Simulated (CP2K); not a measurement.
**One shape, several levels: CHClF2 (difluorochloromethane)**

Wanted: a comparison of 3 runs (B3LYP/6-311+G**, PBE0/6-311+G**, wB97X/6-311+G**) of CHClF2 (difluorochloromethane). 

Program for the calculation: CP2K 2026.2.

2 further runs of the same task are left out: 1 that didn't finish, 1 set aside as unsound or not needed.

### Step 1. The structure to begin with

The species is CHClF2 (5 atoms), meant as a singlet with charge 0. As SMILES, `FC(F)Cl`. The shape is that of a PBE0-D4/def2-TZVP optimisation.

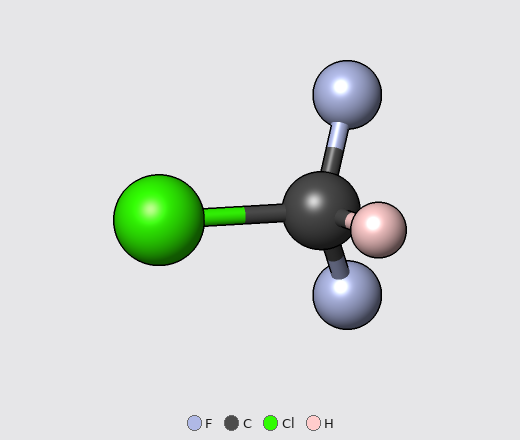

The structure, seen from a chosen angle (fluorine light blue, carbon dark grey, chlorine green, hydrogen pink).

### Step 2. A single-point energy at B3LYP/6-311+G(d,p) (run 1)

molecule.inp reads:

```
&global
  project molecule
  run_type ENERGY
  print_level MEDIUM
&end global
&force_eval
  method QUICKSTEP
  &dft
    basis_set_file_name ./6_311pgss.basis
    potential_file_name POTENTIAL
    charge 0
    multiplicity 1
    &qs
      method GAPW
      eps_default 1.0E-10
    &end qs
    &mgrid
      cutoff 280
      rel_cutoff 50
      ngrids 4
    &end mgrid
    &poisson
      periodic NONE
      poisson_solver MULTIPOLE
    &end poisson
    &scf
      scf_guess ATOMIC
      eps_scf 1.0E-07
      max_scf 80
      added_mos 3
      &diagonalization
        algorithm STANDARD
      &end diagonalization
      &mixing
        method DIRECT_P_MIXING
        alpha 0.4
      &end mixing
    &end scf
    &xc
      &xc_functional
        &hyb_gga_xc_b3lyp
        &end hyb_gga_xc_b3lyp
      &end xc_functional
      &hf
        fraction 0.2
        &screening
          eps_schwarz 1.0E-10
          screen_on_initial_p F
        &end screening
        &interaction_potential
          potential_type COULOMB
        &end interaction_potential
        &memory
          max_memory 1050
        &end memory
      &end hf
    &end xc
    &print
      &moments
        periodic F
        reference COM
        max_moment 1
      &end moments
      &mo ON
        energies T
        occupation_numbers T
        ndigits 6
        &each
          qs_scf 0
        &end each
        add_last NUMERIC
      &end mo
      &lowdin ON
      &end lowdin
      &hirshfeld OFF
      &end hirshfeld
    &end print
  &end dft
  &subsys
    &cell
      abc [angstrom] 11 10.4 10.6
      periodic NONE
    &end cell
    &coord
      F      5.872300     4.500950     6.299600
      C      5.942800     5.092650     5.105600
      F      6.677600     4.323150     4.300400
      Cl     4.322400     5.277950     4.436500
      H      6.402000     6.076850     5.203100
    &end coord
    &kind F
      basis_set 6-311pGss
      potential ALL
      lebedev_grid 194
      radial_grid 100
    &end kind
    &kind C
      basis_set 6-311pGss
      potential ALL
      lebedev_grid 194
      radial_grid 100
    &end kind
    &kind Cl
      basis_set 6-311pGss
      potential ALL
      lebedev_grid 194
      radial_grid 100
    &end kind
    &kind H
      basis_set 6-311pGss
      potential ALL
      lebedev_grid 194
      radial_grid 100
    &end kind
  &end subsys
&end force_eval
```

Launch:

```console
$ OMP_NUM_THREADS=1 cp2k.psmp -i molecule.inp > molecule.out 2>&1
```

The program printed:

```text
CP2K| version string:                                       CP2K version 2026.2
[...]
 GLOBAL| Method name                                                        CP2K
[...]
 GLOBAL| Run type                                                         ENERGY
[...]
 DFT| Spin restricted Kohn-Sham (RKS) calculation                            RKS
 DFT| Multiplicity                                                             1
[...]
 DFT| Charge                                                                   0
[...]
 FUNCTIONAL| HYB_GGA_XC_B3LYP:
[...]
 QS| Method:                                                                GAPW
[...]
 QS| Density cutoff [a.u.]:                                                140.0
[...]
 QS| Relative density cutoff [a.u.]:                                        25.0
[...]
                             - Atoms:                                          5
[...]
                             - Spherical basis functions:                    102
[...]
 Number of electrons:                                                         42
[...]
     1 P_Mix/Diag. 0.40E+00   17.8     0.34930653      -699.3132404921 -6.99E+02
[...]
    14 DIIS/Diag.  0.82E-07    1.9     0.00000004      -698.6888179725  1.14E-13
  *** SCF run converged in    14 steps ***
[...]
  Overlap energy of the core charge distribution:               0.00000092530810
  Self energy of the core charge distribution:               -438.49242634422620
  Core Hamiltonian energy:                                   -281.53776055936754
  Hartree energy:                                             108.72754529273205
  Exchange-correlation energy:                                -12.60023172835214
  Hartree-Fock Exchange energy:                               -10.63292392964624
[...]
 ENERGY| Total FORCE_EVAL ( QS ) energy [hartree]           -698.688817972547895
[...]
```

It took 44 s on 1 thread of Arm Neoverse V1, shared host; peak memory 0.73 GiB.

### Step 3. The energy at PBE0/6-311+G(d,p) (run 2)

gas.inp reads:

```
&GLOBAL
 PROJECT_NAME gas
 RUN_TYPE ENERGY
 PRINT_LEVEL MEDIUM
&END GLOBAL
&FORCE_EVAL
 METHOD QUICKSTEP
 &DFT
  BASIS_SET_FILE_NAME ./6_311pgss.basis
  POTENTIAL_FILE_NAME POTENTIAL
  CHARGE 0
  MULTIPLICITY 1
  &QS
   METHOD GAPW
   EPS_DEFAULT 1.0E-10
  &END QS
  &MGRID
   CUTOFF 280
   REL_CUTOFF 50
   NGRIDS 4
  &END MGRID
  &POISSON
   PERIODIC NONE
   POISSON_SOLVER MULTIPOLE
  &END POISSON
  &SCF
   SCF_GUESS ATOMIC
   EPS_SCF 1.0E-07
   MAX_SCF 150
   ADDED_MOS 5
   &DIAGONALIZATION
    ALGORITHM STANDARD
   &END DIAGONALIZATION
   &MIXING
    METHOD DIRECT_P_MIXING
    ALPHA 0.4
   &END MIXING
  &END SCF
  &XC
   &XC_FUNCTIONAL
    &HYB_GGA_XC_PBEH
    &END HYB_GGA_XC_PBEH
   &END XC_FUNCTIONAL
   &HF
    FRACTION 0.25
    &SCREENING
     EPS_SCHWARZ 1.0E-10
     SCREEN_ON_INITIAL_P F
    &END SCREENING
    &INTERACTION_POTENTIAL
     POTENTIAL_TYPE COULOMB
    &END INTERACTION_POTENTIAL
    &MEMORY
     MAX_MEMORY 1050
    &END MEMORY
   &END HF
  &END XC
  &PRINT
   &MOMENTS
    PERIODIC F
    REFERENCE COM
    MAX_MOMENT 1
   &END MOMENTS
   &MO ON
    ENERGIES T
    OCCUPATION_NUMBERS T
    NDIGITS 6
    &EACH
     QS_SCF 0
    &END EACH
    ADD_LAST NUMERIC
   &END MO
   &LOWDIN ON
   &END LOWDIN
   &HIRSHFELD OFF
   &END HIRSHFELD
  &END PRINT
 &END DFT
 &SUBSYS
  &CELL
   ABC [angstrom] 11 10.4 10.6
   PERIODIC NONE
  &END CELL
  &COORD
   F      5.872300     4.500950     6.299600
   C      5.942800     5.092650     5.105600
   F      6.677600     4.323150     4.300400
   Cl     4.322400     5.277950     4.436500
   H      6.402000     6.076850     5.203100
  &END COORD
  &KIND F
   BASIS_SET 6-311pGss
   POTENTIAL ALL
   LEBEDEV_GRID 194
   RADIAL_GRID 100
  &END KIND
  &KIND C
   BASIS_SET 6-311pGss
   POTENTIAL ALL
   LEBEDEV_GRID 194
   RADIAL_GRID 100
  &END KIND
  &KIND Cl
   BASIS_SET 6-311pGss
   POTENTIAL ALL
   LEBEDEV_GRID 194
   RADIAL_GRID 100
  &END KIND
  &KIND H
   BASIS_SET 6-311pGss
   POTENTIAL ALL
   LEBEDEV_GRID 194
   RADIAL_GRID 100
  &END KIND
 &END SUBSYS
&END FORCE_EVAL
```

Launch:

```console
$ OMP_NUM_THREADS=1 cp2k.psmp gas.inp > gas.out
```

The program printed:

```text
CP2K| version string:                                       CP2K version 2026.2
[...]
 GLOBAL| Method name                                                        CP2K
[...]
 GLOBAL| Run type                                                         ENERGY
[...]
 DFT| Spin restricted Kohn-Sham (RKS) calculation                            RKS
 DFT| Multiplicity                                                             1
[...]
 DFT| Charge                                                                   0
[...]
 FUNCTIONAL| HYB_GGA_XC_PBEH:
[...]
 QS| Method:                                                                GAPW
[...]
 QS| Density cutoff [a.u.]:                                                140.0
[...]
 QS| Relative density cutoff [a.u.]:                                        25.0
[...]
                             - Atoms:                                          5
[...]
                             - Spherical basis functions:                    102
[...]
 Number of electrons:                                                         42
[...]
     1 P_Mix/Diag. 0.40E+00   17.6     0.32672724      -698.9217446413 -6.99E+02
[...]
    14 DIIS/Diag.  0.15E-06    1.8     0.00000005      -698.2879615550  6.82E-13
  *** SCF run converged in    14 steps ***
[...]
  Overlap energy of the core charge distribution:               0.00000092530810
  Self energy of the core charge distribution:               -438.49242634422620
  Core Hamiltonian energy:                                   -281.72275222367966
  Hartree energy:                                             108.88800192614123
  Exchange-correlation energy:                                -11.81404147737831
  Hartree-Fock Exchange energy:                               -13.29336344652734
[...]
 ENERGY| Total FORCE_EVAL ( QS ) energy [hartree]           -698.287961554979006
[...]
```

It took 42 s on 1 thread of Arm Neoverse V1, shared host; peak memory 0.73 GiB.

### Step 4. The energy at wB97X/6-311+G(d,p) (run 3)

molecule.xyz reads:

```xyz
5

F      0.038900    -0.568100     1.222300
C      0.109400     0.023600     0.028300
F      0.844200    -0.745900    -0.776900
Cl    -1.511000     0.208900    -0.640800
H      0.568600     1.007800     0.125800
```

gas.inp reads:

```
&FORCE_EVAL
  METHOD Quickstep
  &DFT
    BASIS_SET_FILE_NAME ./6_311pgss.basis
    POTENTIAL_FILE_NAME POTENTIAL
    CHARGE 0
    MULTIPLICITY 1
    &QS
      METHOD GAPW
      EPS_DEFAULT 1.0E-10
    &END QS
    &MGRID
      CUTOFF 280
      REL_CUTOFF 50
      NGRIDS 4
    &END MGRID
    &POISSON
      PERIODIC NONE
      POISSON_SOLVER MULTIPOLE
    &END POISSON
    # self-consistent field
    &SCF
      SCF_GUESS ATOMIC
      EPS_SCF 1.0E-07
      MAX_SCF 150
      ADDED_MOS 3
      &DIAGONALIZATION
        ALGORITHM STANDARD
      &END DIAGONALIZATION
      &MIXING
        METHOD DIRECT_P_MIXING
        ALPHA 0.4
      &END MIXING
    &END SCF
    &XC
      &XC_FUNCTIONAL
        &HYB_GGA_XC_WB97X
        &END HYB_GGA_XC_WB97X
      &END XC_FUNCTIONAL
      &HF
        FRACTION 1.0
        &SCREENING
          EPS_SCHWARZ 1.0E-10
          SCREEN_ON_INITIAL_P F
        &END SCREENING
        &INTERACTION_POTENTIAL
          POTENTIAL_TYPE MIX_CL
          SCALE_COULOMB 0.157706
          SCALE_LONGRANGE 0.842294
          OMEGA 0.3
        &END INTERACTION_POTENTIAL
        &MEMORY
          MAX_MEMORY 1050
        &END MEMORY
      &END HF
    &END XC
    # extra output
    &PRINT
      &MOMENTS
        PERIODIC F
        REFERENCE COM
        MAX_MOMENT 1
      &END MOMENTS
      &MO ON
        ENERGIES T
        OCCUPATION_NUMBERS T
        NDIGITS 6
        &EACH
          QS_SCF 0
        &END EACH
        ADD_LAST NUMERIC
      &END MO
      &LOWDIN ON
      &END LOWDIN
      &HIRSHFELD OFF
      &END HIRSHFELD
    &END PRINT
  &END DFT
  &SUBSYS
    # vacuum box
    &CELL
      ABC [angstrom] 11 10.4 10.6
      PERIODIC NONE
    &END CELL
    &TOPOLOGY
      COORD_FILE_NAME molecule.xyz
      COORD_FILE_FORMAT XYZ
      &CENTER_COORDINATES
      &END CENTER_COORDINATES
    &END TOPOLOGY
    &KIND F
      BASIS_SET 6-311pGss
      POTENTIAL ALL
      LEBEDEV_GRID 194
      RADIAL_GRID 100
    &END KIND
    &KIND C
      BASIS_SET 6-311pGss
      POTENTIAL ALL
      LEBEDEV_GRID 194
      RADIAL_GRID 100
    &END KIND
    &KIND Cl
      BASIS_SET 6-311pGss
      POTENTIAL ALL
      LEBEDEV_GRID 194
      RADIAL_GRID 100
    &END KIND
    &KIND H
      BASIS_SET 6-311pGss
      POTENTIAL ALL
      LEBEDEV_GRID 194
      RADIAL_GRID 100
    &END KIND
  &END SUBSYS
&END FORCE_EVAL

&GLOBAL
  PROJECT gas
  RUN_TYPE ENERGY
  PRINT_LEVEL MEDIUM
&END GLOBAL
```

Launch:

```console
$ OMP_NUM_THREADS=1 cp2k.psmp -i gas.inp > gas.out 2>&1
```

The program printed:

```text
CP2K| version string:                                       CP2K version 2026.2
[...]
 GLOBAL| Method name                                                        CP2K
[...]
 GLOBAL| Run type                                                         ENERGY
[...]
 DFT| Spin restricted Kohn-Sham (RKS) calculation                            RKS
 DFT| Multiplicity                                                             1
[...]
 DFT| Charge                                                                   0
[...]
 FUNCTIONAL| HYB_GGA_XC_WB97X:
[...]
 QS| Method:                                                                GAPW
[...]
 QS| Density cutoff [a.u.]:                                                140.0
[...]
 QS| Relative density cutoff [a.u.]:                                        25.0
[...]
                             - Atoms:                                          5
[...]
                             - Spherical basis functions:                    102
[...]
 Number of electrons:                                                         42
[...]
     1 P_Mix/Diag. 0.40E+00   17.1     0.36010832      -699.3000677406 -6.99E+02
[...]
    16 DIIS/Diag.  0.18E-06    1.4     0.00000006      -698.6189464290  7.96E-13
  *** SCF run converged in    16 steps ***
[...]
  Overlap energy of the core charge distribution:               0.00000092530810
  Self energy of the core charge distribution:               -438.49242634422620
  Core Hamiltonian energy:                                   -281.68252921568086
  Hartree energy:                                             108.84467192864409
  Exchange-correlation energy:                                 -9.54245791081826
  Hartree-Fock Exchange energy:                               -14.07248587084822
[...]
 ENERGY| Total FORCE_EVAL ( QS ) energy [hartree]           -698.618946428990739
[...]
```

Run time: 40 s. Hardware: 1 thread of Arm Neoverse V1, shared host; peak memory 0.73 GiB.

### Step 5. The series

| run | level | iteration cap | added orbitals | energy (Eh) | dipole moment (D) | HOMO energy (eV) | LUMO energy (eV) | wall time |
| --- | --- | --- | --- | --- | --- | --- | --- | --- |
| 1 | B3LYP/6-311+G** | 80 | 3 | -698.688818 | 1.55 | -9.45 | -0.26 | 44 s |
| 2 | PBE0/6-311+G** | 150 | 5 | -698.287962 | 1.55 | -9.71 | 0.07 | 42 s |
| 3 | wB97X/6-311+G** | 150 | 3 | -698.618946 | 1.59 | -12.22 | 2.00 | 40 s |

### Step 6. What came out

| quantity | value |
| --- | --- |
| run 3: total energy | -698.61895 Eh |
| run 3: dipole moment | 1.59 D |
| run 3: HOMO energy | -12.22 eV |
| run 3: LUMO energy | 2.00 eV |
| run 3: HOMO–LUMO gap | 14.22 eV |

What this shows: The dipole moment (its size) runs from 1.55 D (PBE0/6-311+G**) to 1.59 D (wB97X/6-311+G**). The HOMO–LUMO gap runs from 9.19 eV (B3LYP/6-311+G**) to 14.22 eV (wB97X/6-311+G**). Totals of different functionals can't be ranked against each other. All runs together took 2.1 min, the longest 44 s.
